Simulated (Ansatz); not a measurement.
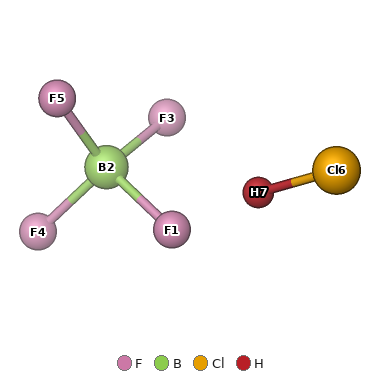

The system is the pair BF₄···ClH, charge −1; the picture shows the reference structure. 
- The turn is about an axis along (0.49, −0.87, 0.02) in the frame of the relaxed pair, normal to the line between the partners.
- Coordinates scanned: (1) distance F1···H7; (2) turn of Cl6, H7 about F1.
- The scan uses a 9 × 9 grid.
- Energies are in kcal/mol, from the lowest grid point.
- All numbers below come from RKS PBE0-D4/def2-SVPD (Ansatz 0.2.0).

Its coordinates:

```xyz
7

F     0.6641    0.3804    0.2163
B    -0.0747   -0.0595   -0.9610
F    -1.3242    0.5538   -0.9363
F     0.6577    0.3322   -2.0781
F    -0.1959   -1.4449   -0.8973
Cl    0.0180    0.0633    2.9898
H     0.2550    0.1747    1.6665
```

Range: distance F1···H7 from 1.277 to 3.277 Å; turn of Cl6, H7 about F1 from −90.0 to 90.0°.

**What will the energy surface look like?**

The lowest grid point is at distance F1···H7 = 1.565 Å, turn of Cl6, H7 about F1 = 0.0°. The energy also falls towards the edge at distance F1···H7 = 1.565 Å, turn of Cl6, H7 about F1 = −90.0° (0.8 kcal/mol above the lowest), where a further well may lie outside the range. The highest grid point, distance F1···H7 = 1.277 Å, turn of Cl6, H7 about F1 = 90.0°, lies 661 kcal/mol above the lowest.

```tsv
turn of Cl6, H7 about F1 ↓, distance F1···H7 →	1.277	1.386	1.565	1.784	2.035	2.313	2.614	2.936	3.277
90.0	661	591	478	337	202	103	44	16	6
67.5	123	102	74	48	29	16	9	7	7
45.0	21	15	10	7	6	6	7	9	10
22.5	6	3	1	2	4	6	8	10	11
0.0	3	1	0	1	4	7	9	11	12
−22.5	4	1	1	2	4	7	9	11	12
−45.0	4	2	1	2	5	7	9	11	12
−67.5	5	2	1	3	5	7	9	11	12
−90.0	4	2	1	2	5	7	9	11	12
```

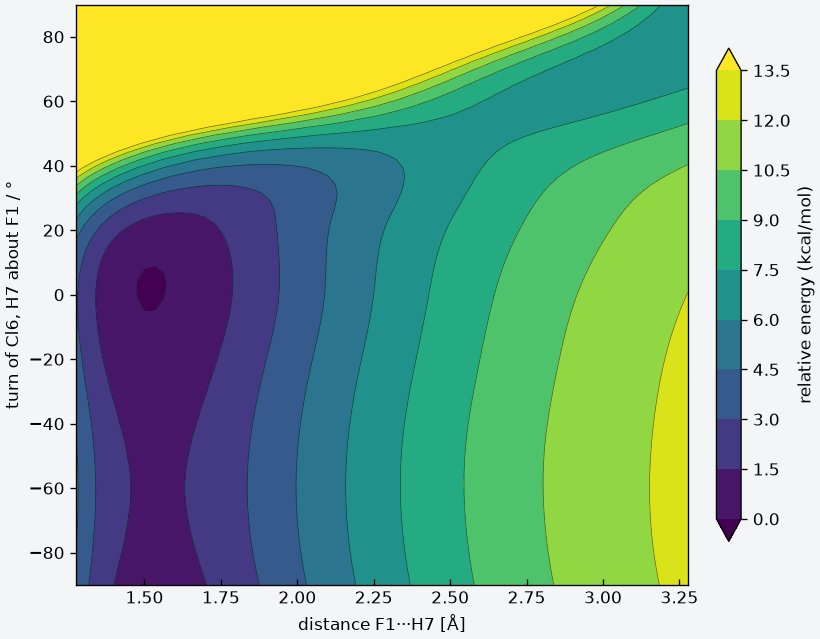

Drawn: filled contours, one colour for all values above the top of the scale. Between grid points the surface is interpolated.

The whole map (81 points run) took 10 min on 1 thread of Arm Neoverse V2, on a shared host.
